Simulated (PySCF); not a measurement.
# CH$_{4}$Si (SMILES [CH][SiH3]) (triplet): what the fields show

Input

```
{"job": {"kind": "epr", "basis": "pcH-1"}, "charge": 0, "multiplicity": 3}
C      1.248768    -0.282007     0.265418
Si    -0.511118     0.013367    -0.026092
H      2.264561    -0.019161     0.054697
H     -1.081740    -1.057317    -0.854645
H     -0.694925     1.301478    -0.717209
H     -1.222424     0.045630     1.256256
```

Command:

```sh
OMP_NUM_THREADS=1 python probes_run.py task.json out
```

Geometry: GFN2-xTB.

These are results of UKS B3LYP, pcH-1 on C H Si, non-relativistic, mean-field spin-orbit, GIAO (PySCF), not measurements.

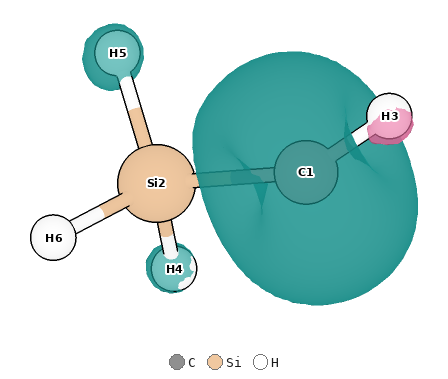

Figure 1. Isosurfaces of the spin density (α minus β) at +0.05 (teal) and −0.05 e/Å³ (pink), seen at a tilt.

Describe the spin distribution.

Answer. The unpaired spin (2 electrons) lies mostly on C1 (about 1.6), Si2 (about 0.2) and H3 (about 0.1), in electrons by Hirshfeld's partition.

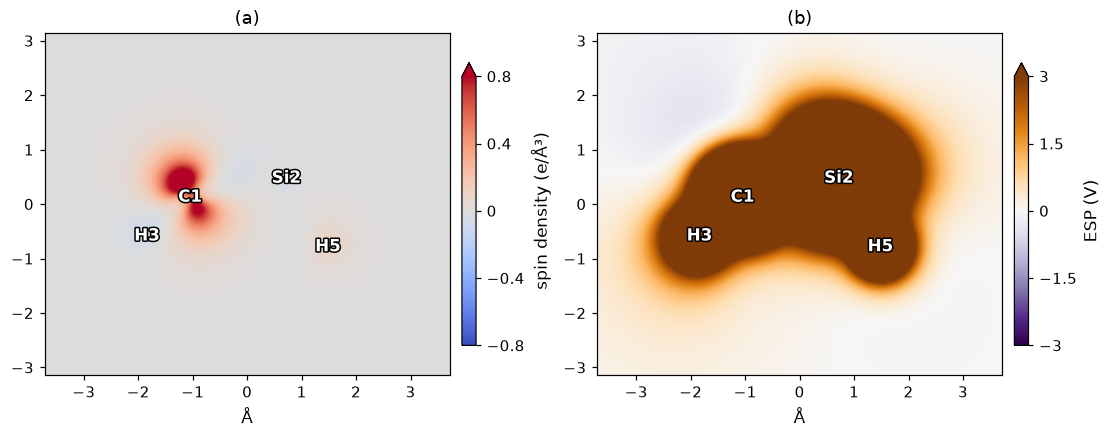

Figure 2. (a) spin density; (b) molecular electrostatic potential on the plane of atoms C1, Si2 and H5.

What do the fields say about this system?

Answer. Atoms in the plane: C, Si and H.

Outside the dense part of the molecule the potential is most negative (−0.4 V) near C1.

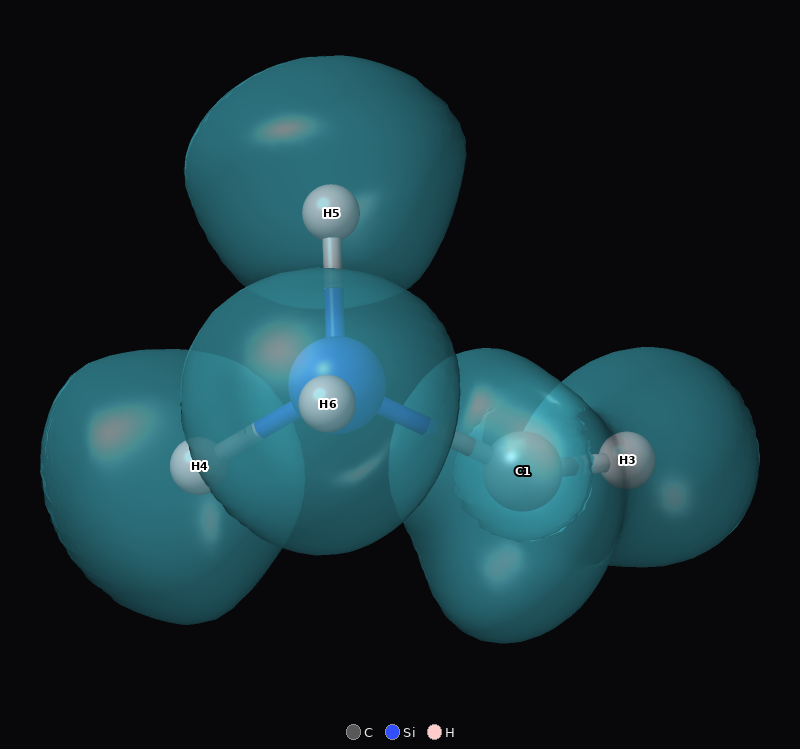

Figure 3. Isosurface of the electron localisation function at 0.75 (cyan), seen at a tilt. Core shells and regions of very low density are left out.

Identify the bonds, lone pairs and shells in this picture.

Answer. The ELF exceeds this value in three regions around hydrogen nuclei and one joined region spread over several atoms (C, H), in which their bonds and any lone pairs are merged. Along the contacts the grid gives the following. C–Si (1.81 Å): the ELF peaks at about 0.95 between the atoms: localised, covalent bonding. C–H (1.07 Å): the ELF climbs to about 1 towards the hydrogen, as it does in any bond to H; a covalent bond by its length.

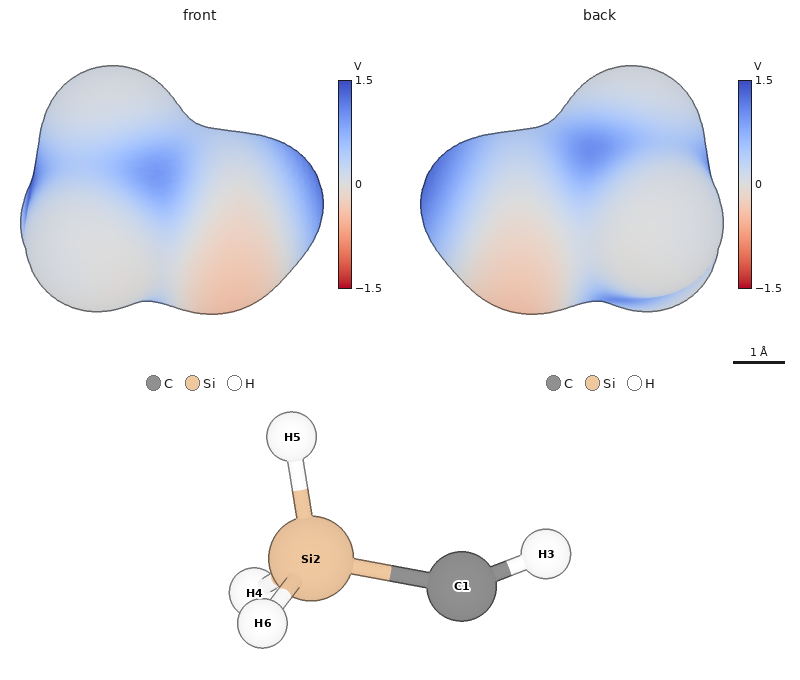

Figure 4. The molecular electrostatic potential painted on the density surface at 0.002 e/bohr³, seen from the front and from behind; the colour scale runs from red (negative) to blue (positive). The bare structure is drawn below in the same view.

Describe the electrostatic potential map.

Answer. The most negative region (about −0.4 V) lies over C1, the most positive (about +1.2 V) over Si2 and H3.
